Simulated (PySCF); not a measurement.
# C7H14O (4,4-dimethyl-2-pentanone): the cost of one run

Programs: PySCF 2.14.0, with routines of our own; each step states its level. All values are computed. Atoms count from 0.

## 1. The system as given

22 atoms, charge 0, multiplicity 1; geometry from: GFN2-xTB.

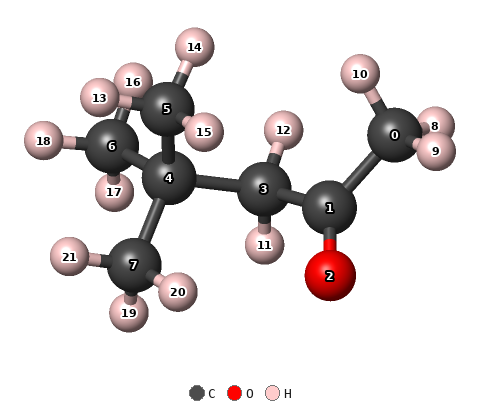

The starting geometry (carbon dark grey, oxygen red, hydrogen pink).

## 2. Optimising the geometry at PBE0-D3(BJ)/def2-SVP

The job: settings as JSON, then the geometry in Å.

```
{"job": {"xc": "PBE0", "basis": "def2-SVP", "d3": "d3bj", "grid": 2, "kind": "geom"}, "charge": 0, "multiplicity": 1}
C      2.745971    -0.237573    -0.387241
C      1.392445    -0.648848    -0.910979
O      1.178296    -1.756026    -1.338112
C      0.338418     0.436960    -0.869564
C     -0.786659     0.145740     0.153300
C     -0.182347    -0.160831     1.525365
C     -1.673490     1.389575     0.257838
C     -1.625767    -1.041916    -0.316488
H      3.150727     0.547209    -1.023864
H      3.425783    -1.085684    -0.386657
H      2.652204     0.160817     0.620035
H     -0.117494     0.503679    -1.859968
H      0.803723     1.393747    -0.630291
H     -0.973031    -0.289347     2.261537
H      0.458859     0.653681     1.857952
H      0.402224    -1.077532     1.490427
H     -1.110015     2.238337     0.640127
H     -2.078127     1.657049    -0.715650
H     -2.505030     1.201529     0.932989
H     -2.144448    -0.801257    -1.242120
H     -0.995539    -1.908822    -0.495741
H     -2.367115    -1.301100     0.436257
```

Launch:

```sh
> OMP_NUM_THREADS=1 python excited_run.py task.json out
```

One launch serves the whole session: the jobs run in the order shown.

Q: Estimate the wall time and peak memory of this first job on 1 thread of Arm Neoverse V2, shared host.

About 60 s, with a peak of 0.83 GiB.
